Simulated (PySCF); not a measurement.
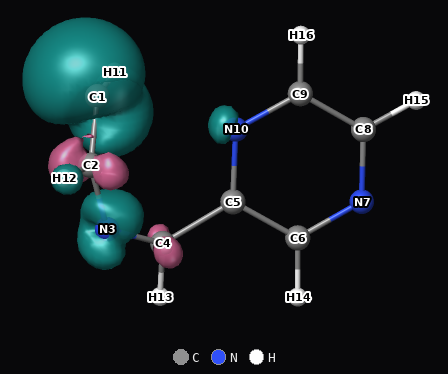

The picture shows: C₇H₆N₃ (doublet). Isosurfaces of the spin density (α minus β) at +0.03 (teal) and −0.03 e/Å³ (pink), seen at a tilt.

Geometry: GFN2-xTB.

Computed with PySCF, UKS B3LYP, pcH-1 on C H N, non-relativistic, mean-field spin-orbit, GIAO.

```xyz
16

C     2.2796    1.5351   -0.2446
C     2.4052    0.6132   -1.1651
N     2.1068   -0.7218   -0.9794
C     1.1086   -1.2603   -0.4178
C    -0.1398   -0.6500    0.0273
C    -1.2979   -1.4284    0.1853
N    -2.4367   -0.9066    0.5909
C    -2.4646    0.3995    0.8231
C    -1.3370    1.1887    0.6325
N    -0.1873    0.6625    0.2561
H     1.9658    1.5483    0.7750
H     2.8839    0.7966   -2.1195
H     1.1514   -2.3423   -0.3212
H    -1.2987   -2.4899   -0.0235
H    -3.4029    0.8073    1.1702
H    -1.3442    2.2571    0.7993
```

Which atoms carry the spin?

The unpaired spin (1 electron) lies mostly on C1 (about 0.8) and N3 (about 0.1), in electrons by Hirshfeld's partition.
